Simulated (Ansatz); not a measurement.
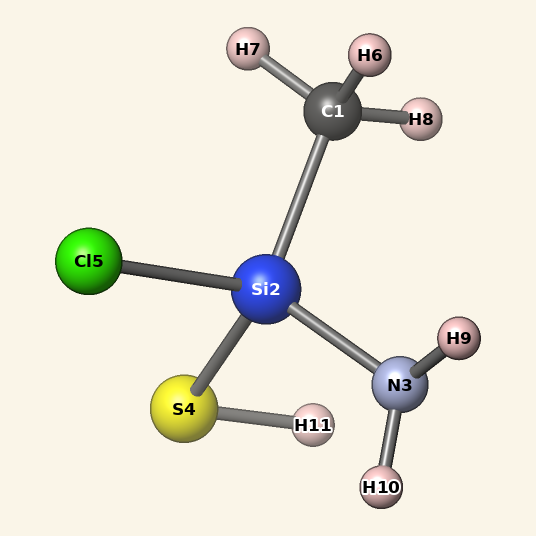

Depth is shown by fading: the farther an atom, the more it takes the colour of the background. The computed structure is the end point of a PBE-D4/def2-SVP optimisation. No frequency run is at hand to confirm it as a minimum.

Which atoms or bonds are stereogenic?

Answer. Centres: Si2.

Give the R/S and E/Z labels.

Answer. Si2: S (priorities Cl5 > S4 > N3 > C1).

Write the isomeric SMILES.

Answer. C[Si@](N)(S)Cl
